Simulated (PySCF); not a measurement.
# Br³⁺, Br⁴⁺: ionisation energy with spin-orbit coupling

Wanted: the ionisation energy of bromine, up a ladder of methods.

Method: two-component X2C-1e, generalised determinants. Code: PySCF 2.14.0.

**1. What is computed**

| Item | Value |
| --- | --- |
| Element | bromine (Z = 35) |
| Basis | x2c-QZVPPall-2c |
| Hamiltonian | two-component X2C-1e, Gaussian nucleus, no Breit or QED terms; spin-orbit coupling, run by run: off; screened by Boettger's factors |
| Core shells frozen in the correlated runs | [Ne] (for Br³⁺) |
| State 1 | Br³⁺: [Ar] 3d10 4s2 4p2; 4p1/2 filled at m_j = -1/2, +1/2 |
| State 2 | Br⁴⁺: [Ar] 3d10 4s2 4p1; 4p1/2 filled at m_j = +1/2 |
| Methods | GHF, GMP2 |

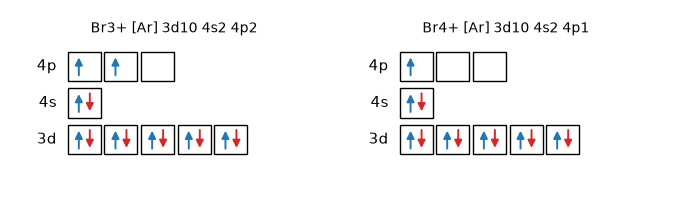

Occupation of the outer shells (arrows by Hund's rule).

A driver program built on PySCF's X2C-1e integrals ran all steps in one process from the settings above; there is no separate input file.

The driver's launch:

```sh
$ OMP_NUM_THREADS=1 python sorun2.py TASK.json OUT
```

The integrals over 103 functions and the set-up took 5.3 s of CPU time.

**2. Br³⁺: the ladder of methods**

Level: GHF (spin-free).

The log of the run:

```text
cycle= 1 E= -2601.9964726551  delta_E= -2.6e+03  |FDS-SDF|= 0.0201
cycle= 2 E= -2602.0121403843  delta_E= -0.0157  |FDS-SDF|= 0.00824
cycle= 3 E= -2602.0130709708  delta_E= -0.000931  |FDS-SDF|= 0.00332
cycle= 4 E= -2602.0132007156  delta_E= -0.00013  |FDS-SDF|= 0.000302
cycle= 5 E= -2602.0132040494  delta_E= -3.33e-06  |FDS-SDF|= 5.69e-05
cycle= 6 E= -2602.0132041623  delta_E= -1.13e-07  |FDS-SDF|= 8.69e-06
cycle= 7 E= -2602.0132041638  delta_E= -1.52e-09  |FDS-SDF|= 9.13e-07
```

It took 6 s on 1 thread of Neoverse-N1, shared host, the integrals not counted.

Occupied spinors (without spin-orbit coupling the j labels only name the start):

```
spinor shell  electrons  mean energy (eV)  weight of the nominal j  rms radius (bohr)
       1s1/2          2          -13596.9                    1.000             0.0492
       2s1/2          2           -1864.6                    1.000              0.205
       2p1/2          2           -1644.0                    0.667              0.183
       2p3/2          4           -1643.8                    0.833              0.183
       3s1/2          2           -315.78                    1.000              0.587
       3p1/2          2           -243.75                    0.667              0.607
       3p3/2          4           -243.39                    0.833              0.607
       3d3/2          4           -124.18                    0.700              0.647
       3d5/2          6           -124.03                    0.800              0.646
       4s1/2          2           -59.974                    1.000               1.67
       4p1/2          2           -46.565                    0.500               1.89
```

M_J = 0, ⟨J²⟩ = 2.007, ⟨L²⟩ = 2.005, ⟨S²⟩ = 2.002.

Level: GMP2 (spin-free).

The driver printed no log here.

Time after the integrals: 6.4 s (1 thread of Neoverse-N1, shared host).

With 22 electrons correlated and 8 very high virtual spinors dropped, the MP2 correlation energy is -0.82782 hartree. Largest pairs: 3d3/2-3d5/2 -0.1861, 3d5/2-3d5/2 -0.1312, 3d5/2-3p3/2 -0.0663, 3d3/2-3d3/2 -0.0563, 3d3/2-3p3/2 -0.0448.

Level: GHF (screened spin-orbit).

The log of the run:

```text
cycle= 1 E= -2602.1468730160  delta_E= -2.6e+03  |FDS-SDF|= 0.0366
cycle= 2 E= -2602.1665184771  delta_E= -0.0196  |FDS-SDF|= 0.00922
cycle= 3 E= -2602.1681636763  delta_E= -0.00165  |FDS-SDF|= 0.00462
cycle= 4 E= -2602.1686043266  delta_E= -0.000441  |FDS-SDF|= 0.00202
cycle= 5 E= -2602.1689948843  delta_E= -0.000391  |FDS-SDF|= 0.00141
cycle= 6 E= -2602.1694089659  delta_E= -0.000414  |FDS-SDF|= 0.000691
cycle= 7 E= -2602.1694931827  delta_E= -8.42e-05  |FDS-SDF|= 0.000566
cycle= 8 E= -2602.1695501730  delta_E= -5.7e-05  |FDS-SDF|= 0.000512
cycle= 9 E= -2602.1697681619  delta_E= -0.000218  |FDS-SDF|= 0.000144
cycle= 10 E= -2602.1697788956  delta_E= -1.07e-05  |FDS-SDF|= 3.75e-05
cycle= 11 E= -2602.1697791532  delta_E= -2.58e-07  |FDS-SDF|= 7.35e-06
cycle= 12 E= -2602.1697791714  delta_E= -1.82e-08  |FDS-SDF|= 2.6e-06
cycle= 13 E= -2602.1697791716  delta_E= -2.34e-10  |FDS-SDF|= 1.2e-07
```

Time after the integrals: 14 s (1 thread of Neoverse-N1, shared host).

The outer occupied spinors:

```
spinor shell  electrons  mean energy (eV)  weight of the nominal j  rms radius (bohr)
       2p3/2          4           -1628.1                    1.000              0.184
       3s1/2          2           -315.67                    1.000              0.587
       3p1/2          2           -248.63                    0.995              0.600
       3p3/2          4           -240.93                    0.998              0.611
       3d3/2          4           -124.79                    0.973              0.646
       3d5/2          6           -123.46                    0.982              0.647
       4s1/2          2           -59.936                    0.999               1.67
       4p1/2          2           -46.671                    0.619               1.88
```

M_J = 0, ⟨J²⟩ = 1.433, ⟨L²⟩ = 1.989, ⟨S²⟩ = 1.958. A second start ended at -2602.13649 hartree. Rows whose weight is well below 1 mix j = l ± 1/2: exchange competes with spin-orbit coupling there.

The determinant has a definite M_J but mixes levels of different J.

Level: GMP2 (screened spin-orbit).

The driver printed no log here.

Time after the integrals: 5.1 s (1 thread of Neoverse-N1, shared host).

With 22 electrons correlated and 8 very high virtual spinors dropped, the MP2 correlation energy is -0.82827 hartree. Largest pairs: 3d3/2-3d5/2 -0.1896, 3d5/2-3d5/2 -0.1296, 3d5/2-3p3/2 -0.0660, 3d3/2-3d3/2 -0.0545, 3d3/2-3p3/2 -0.0464.

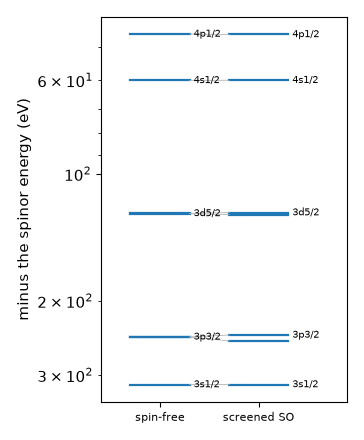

The highest 7 spinor levels of Br³⁺ on a logarithmic scale, without and with spin-orbit coupling.

**3. Br⁴⁺: the ladder of methods**

Level: GHF (spin-free).

The log of the run:

```text
cycle= 1 E= -2600.3097828225  delta_E= -2.6e+03  |FDS-SDF|= 0.0168
cycle= 2 E= -2600.3179504281  delta_E= -0.00817  |FDS-SDF|= 0.00574
cycle= 3 E= -2600.3187678862  delta_E= -0.000817  |FDS-SDF|= 0.00249
cycle= 4 E= -2600.3188299156  delta_E= -6.2e-05  |FDS-SDF|= 0.000703
cycle= 5 E= -2600.3188800934  delta_E= -5.02e-05  |FDS-SDF|= 0.000675
cycle= 6 E= -2600.3189617339  delta_E= -8.16e-05  |FDS-SDF|= 0.000653
cycle= 7 E= -2600.3197016310  delta_E= -0.00074  |FDS-SDF|= 0.000754
cycle= 8 E= -2600.3197388153  delta_E= -3.72e-05  |FDS-SDF|= 0.000608
cycle= 9 E= -2600.3199361256  delta_E= -0.000197  |FDS-SDF|= 0.000933
cycle= 10 E= -2600.3199401077  delta_E= -3.98e-06  |FDS-SDF|= 0.000805
cycle= 11 E= -2600.3199587601  delta_E= -1.87e-05  |FDS-SDF|= 0.000157
cycle= 12 E= -2600.3199593962  delta_E= -6.36e-07  |FDS-SDF|= 1.57e-05
cycle= 13 E= -2600.3199594026  delta_E= -6.41e-09  |FDS-SDF|= 3.91e-06
cycle= 14 E= -2600.3199594030  delta_E= -3.87e-10  |FDS-SDF|= 1.6e-07
```

Time after the integrals: 10 s (1 thread of Neoverse-N1, shared host).

Occupied spinors (without spin-orbit coupling the j labels only name the start):

```
spinor shell  electrons  mean energy (eV)  weight of the nominal j  rms radius (bohr)
       1s1/2          2          -13613.2                    1.000             0.0492
       2s1/2          2           -1880.5                    1.000              0.205
       2p1/2          2           -1659.9                    0.748              0.183
       2p3/2          4           -1659.7                    0.874              0.183
       3s1/2          2           -331.36                    1.000              0.587
       3p1/2          2           -259.36                    0.739              0.606
       3p3/2          4           -258.82                    0.869              0.607
       3d3/2          4           -139.76                    0.793              0.645
       3d5/2          6           -139.55                    0.862              0.643
       4s1/2          2           -72.506                    0.998               1.62
       4p1/2          1           -58.890                    0.892               1.82
```

M_J = 1/2, ⟨J²⟩ = 1.083, ⟨L²⟩ = 2.027, ⟨S²⟩ = 0.759.

Level: GMP2 (spin-free).

No log was kept for this step.

Time after the integrals: 4.8 s (1 thread of Neoverse-N1, shared host).

With 21 electrons correlated and 8 very high virtual spinors dropped, the MP2 correlation energy is -0.79754 hartree. Largest pairs: 3d3/2-3d5/2 -0.1964, 3d5/2-3d5/2 -0.1259, 3d5/2-3p3/2 -0.0649, 3d3/2-3d3/2 -0.0510, 3d3/2-3p3/2 -0.0492.

Level: GHF (screened spin-orbit).

The log of the run:

```text
cycle= 1 E= -2600.4729425311  delta_E= -2.6e+03  |FDS-SDF|= 0.0258
cycle= 2 E= -2600.4818409251  delta_E= -0.0089  |FDS-SDF|= 0.00584
cycle= 3 E= -2600.4826638917  delta_E= -0.000823  |FDS-SDF|= 0.00193
cycle= 4 E= -2600.4827338727  delta_E= -7e-05  |FDS-SDF|= 0.000923
cycle= 5 E= -2600.4827754618  delta_E= -4.16e-05  |FDS-SDF|= 0.000591
cycle= 6 E= -2600.4828594858  delta_E= -8.4e-05  |FDS-SDF|= 0.000469
cycle= 7 E= -2600.4829959309  delta_E= -0.000136  |FDS-SDF|= 0.000127
cycle= 8 E= -2600.4829980807  delta_E= -2.15e-06  |FDS-SDF|= 3.37e-05
cycle= 9 E= -2600.4829981869  delta_E= -1.06e-07  |FDS-SDF|= 2.84e-06
cycle= 10 E= -2600.4829981872  delta_E= -2.62e-10  |FDS-SDF|= 2.77e-07
```

Time after the integrals: 7.7 s (1 thread of Neoverse-N1, shared host).

The outer occupied spinors:

```
spinor shell  electrons  mean energy (eV)  weight of the nominal j  rms radius (bohr)
       2p3/2          4           -1643.9                    1.000              0.184
       3s1/2          2           -331.23                    1.000              0.587
       3p1/2          2           -264.12                    1.000              0.599
       3p3/2          4           -256.39                    1.000              0.611
       3d3/2          4           -140.29                    0.999              0.642
       3d5/2          6           -139.00                    0.999              0.645
       4s1/2          2           -72.446                    0.998               1.62
       4p1/2          1           -59.387                    0.991               1.80
```

M_J = 1/2, ⟨J²⟩ = 0.784, ⟨L²⟩ = 2.028, ⟨S²⟩ = 0.761.

Level: GMP2 (screened spin-orbit).

The driver printed no log here.

Time after the integrals: 4.8 s (1 thread of Neoverse-N1, shared host).

With 21 electrons correlated and 8 very high virtual spinors dropped, the MP2 correlation energy is -0.79843 hartree. Largest pairs: 3d3/2-3d5/2 -0.1870, 3d5/2-3d5/2 -0.1308, 3d5/2-3p3/2 -0.0673, 3d3/2-3d3/2 -0.0556, 3d3/2-3p3/2 -0.0469.

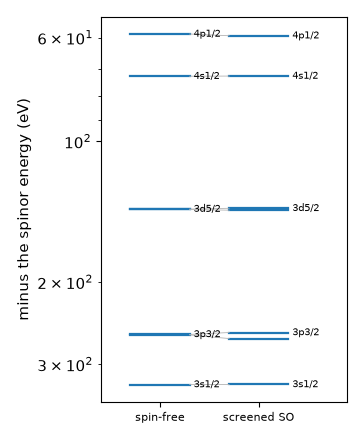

The highest 7 spinor levels of Br⁴⁺ on a logarithmic scale, without and with spin-orbit coupling.

**4. Differences of total energies**

Ionisation energy: Br³⁺ [Ar] 3d10 4s2 4p2 [4p1/2^2, M_J = 0] → Br⁴⁺ [Ar] 3d10 4s2 4p1 [4p1/2^1, M_J = 1/2].

```
                    method  value (eV)  less the reference (eV)  CPU time, both states (s)
           GHF (spin-free)      46.076                   -1.706                         16
          GMP2 (spin-free)      46.899                   -0.883                         27
 GHF (screened spin-orbit)      45.900                   -1.882                         22
GMP2 (screened spin-orbit)      46.712                   -1.070                         32
```

Reference: 47.782 ± 0.012 eV (measured; NIST Atomic Spectra Database, ionization energies). The spin-free rows have the spin-orbit operator switched off. The determinant of Br3+ mixes levels of different J (the jj label is only the starting occupation), so the difference between spin-free and spin-orbit rows is not the physical spin-orbit shift.

Times are CPU seconds on a shared host without the integrals; correlated rows include their Hartree-Fock run.

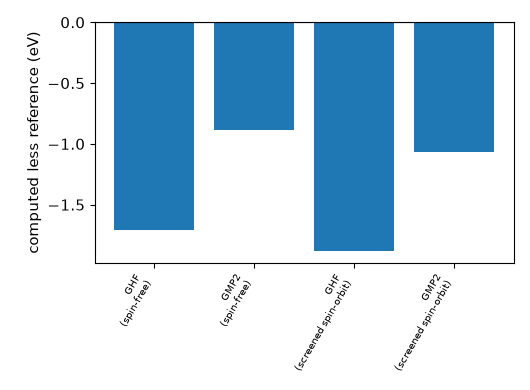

Computed less reference values by method, where the reference is not like for like or is itself uncertain.

**5. What came out**

| quantity | value |
| --- | --- |
| ionisation energy, Br³⁺ | GHF (spin-free) 46.076, GMP2 (screened spin-orbit) 46.712 eV; reference 47.782 ± 0.012 |

**Reading.** The methods span 1.000 eV, from GHF (screened spin-orbit) (45.900) to GMP2 (spin-free) (46.899). The reference is uncertain or not like for like (spin-orbit coupling or other relativistic terms), so no ranking of close methods is drawn. The basis is finite, and no extrapolation was made.
